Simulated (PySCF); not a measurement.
Run report: C4H10NS, EPR calculation

System: C4H10NS, multiplicity 2.
Method: UKS B3LYP, pcH-1 on C H N S, non-relativistic, mean-field spin-orbit, GIAO (PySCF 2.14.0).

It belongs to a series of runs on one base structure; here: H added to sp2 C.

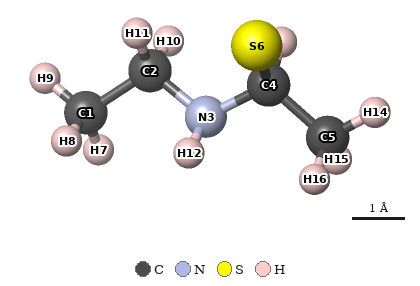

Fig. 1: The structure as given in the input (ball-and-stick view, seen at a tilt; atoms are numbered from 1 in the order of the input). Bond lengths as drawn: C–C 1.52 Å, C–H 1.09 to 1.10 Å, C–N 1.42 to 1.45 Å, C–S 1.85 Å and H–N 1.02 Å.

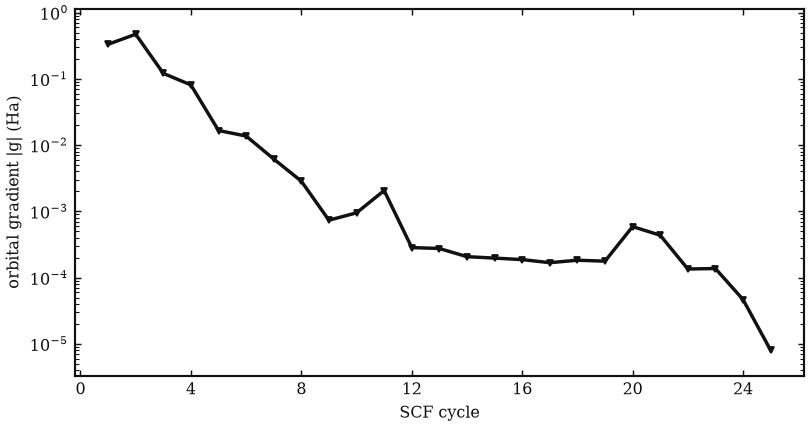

Fig. 2: Convergence of the self-consistent field: orbital gradient |g| against the SCF cycle. All cycles printed in the log are drawn one after another.

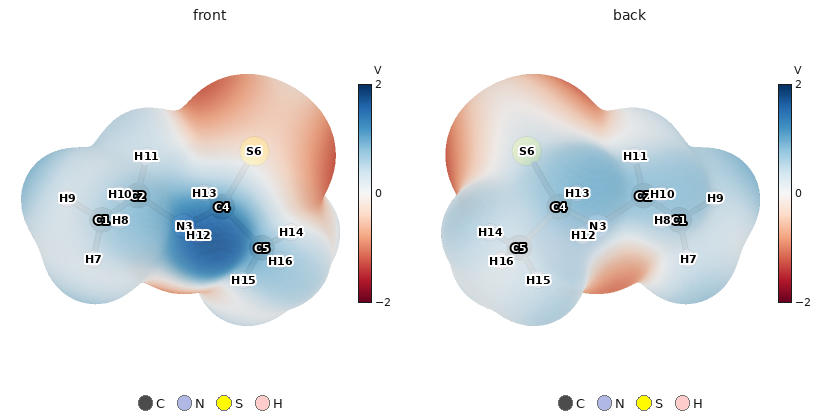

Fig. 3: The electrostatic potential painted on the density surface at 0.002 e/bohr³, seen at a tilt and from behind; red is negative and blue positive.

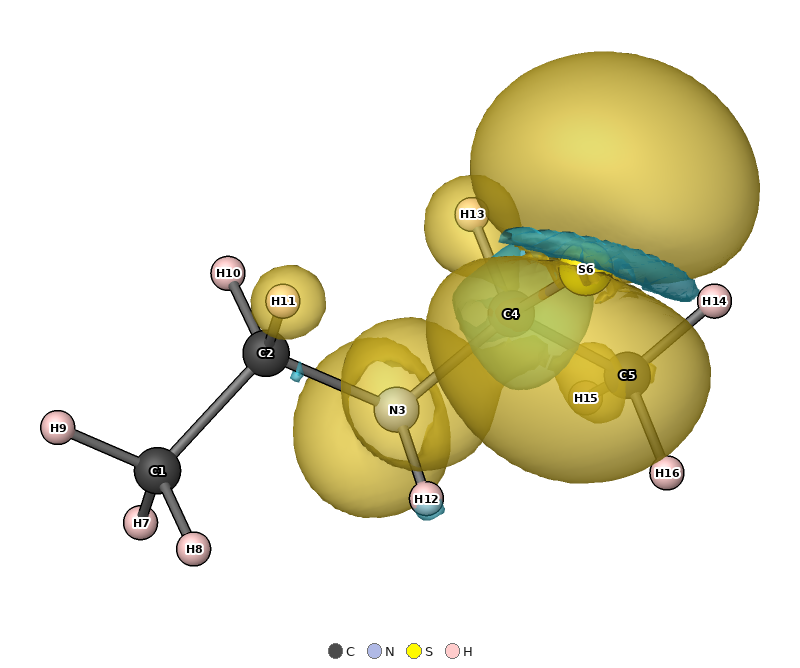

Fig. 4: Isosurfaces of the spin density (α minus β) at +0.006 (yellow) and −0.006 e/Å³ (cyan), seen at a tilt. The unpaired spin (1 electron) lies mostly on S6 (about 0.8) and N3 (about 0.1), in electrons by Hirshfeld's partition.

The input that produced these results follows, with the program's output.

### Input
```
{"job": {"kind": "epr", "basis": "pcH-1"}, "charge": 0, "multiplicity": 2}
C      2.364089     0.050991    -0.743299
C      1.112386    -0.687567    -0.296962
N      0.016037     0.244815    -0.129459
C     -1.213228    -0.288079     0.349919
C     -2.352167     0.700899     0.159538
S     -1.079717    -0.717721     2.140764
H      2.166079     0.603083    -1.658497
H      2.685964     0.753036     0.023380
H      3.170135    -0.654582    -0.924841
H      0.808639    -1.412459    -1.059425
H      1.319134    -1.243738     0.631226
H      0.303342     1.056213     0.408797
H     -1.422396    -1.226122    -0.171973
H     -3.279723     0.281665     0.539392
H     -2.465364     0.925051    -0.898664
H     -2.140808     1.623458     0.695837
```

The first line tells a small driver script what to run in PySCF; the rest is the geometry in Å.

Run as:
```bash
OMP_NUM_THREADS=1 python <driver script> task.json out
```

### Output
```
UKS, coarse grid
  cycle   1  E = -611.30506270  |g| = 3.32e-01
  cycle   2  E = -611.25831587  |g| = 4.71e-01
  cycle   3  E = -611.36781578  |g| = 1.21e-01
  cycle   4  E = -611.37254815  |g| = 8.09e-02
  cycle   5  E = -611.37565785  |g| = 1.66e-02
  cycle   6  E = -611.37585314  |g| = 1.37e-02
  cycle   7  E = -611.37597254  |g| = 6.17e-03
  cycle   8  E = -611.37601254  |g| = 2.85e-03
  cycle   9  E = -611.37602043  |g| = 7.35e-04
UKS, final grid
  cycle   1  E = -611.37605715  |g| = 9.50e-04
  cycle   2  E = -611.37605629  |g| = 2.06e-03
  cycle   3  E = -611.37605846  |g| = 2.84e-04
  cycle   4  E = -611.37605882  |g| = 2.75e-04
  cycle   5  E = -611.37605976  |g| = 2.07e-04
  cycle   6  E = -611.37606022  |g| = 1.97e-04
  cycle   7  E = -611.37606163  |g| = 1.87e-04
  cycle   8  E = -611.37606606  |g| = 1.68e-04
  cycle   9  E = -611.37607074  |g| = 1.83e-04
  cycle  10  E = -611.37607072  |g| = 1.77e-04
  cycle  11  E = -611.37607520  |g| = 5.89e-04
  cycle  12  E = -611.37607552  |g| = 4.36e-04
  cycle  13  E = -611.37607560  |g| = 1.35e-04
  cycle  14  E = -611.37607576  |g| = 1.37e-04
  cycle  15  E = -611.37607577  |g| = 4.67e-05
  cycle  16  E = -611.37607577  |g| = 8.01e-06
E = -611.37607577 Eh   <S^2> = 0.7531 (exact 0.7500)
g shifts (ppm)      1          2          3
  rmc          -225       -225       -225
  gc             -5         57         38
  oz_so          60      19024     814842
  total        -135      18869     814723
hyperfine (MHz)  atom isotope    a_iso     a_fc   dipolar eigenvalues
    0   13C       1.83       1.83     -0.42     -0.30      0.72
    1   13C      -0.69      -0.69     -0.65     -0.36      1.01
    2   14N       0.18       0.18     -7.41     -7.10     14.51
    3   13C     -18.13     -18.13     -1.69     -0.90      2.59
    4   13C       4.41       4.41     -1.45     -0.28      1.73
    5   33S      10.08      10.08    -81.47    -80.49    161.96
    6    1H      -0.34      -0.34     -1.08     -0.90      1.98
    7    1H      -0.01      -0.01     -1.18     -0.81      1.99
    8    1H       0.42       0.42     -0.71     -0.60      1.32
    9    1H       5.42       5.42     -1.94     -1.10      3.04
   10    1H      15.94      15.94     -2.95     -2.04      4.99
   11    1H      -7.01      -7.01    -10.33     -0.36     10.69
   12    1H      26.87      26.87     -5.12     -1.14      6.27
   13    1H       1.12       1.12     -2.79     -1.69      4.48
   14    1H      -2.69      -2.69     -1.80     -1.11      2.91
   15    1H      -1.03      -1.03     -2.67     -1.95      4.62
```

### Key numbers

| quantity | value |
| --- | --- |
| outcome | converged |
| total energy | −611.376076 hartree |
| ⟨S²⟩ | 0.753 |
| isotropic g | 2.2801 |
| hardware | 1 CPU thread, shared host |
| wall time | 70 s |
| peak memory | 1.1 GiB |

### Notes

Checks after the run noted: orbitally degenerate or nearly so: second-order g, spin-orbit hyperfine and D do not apply.
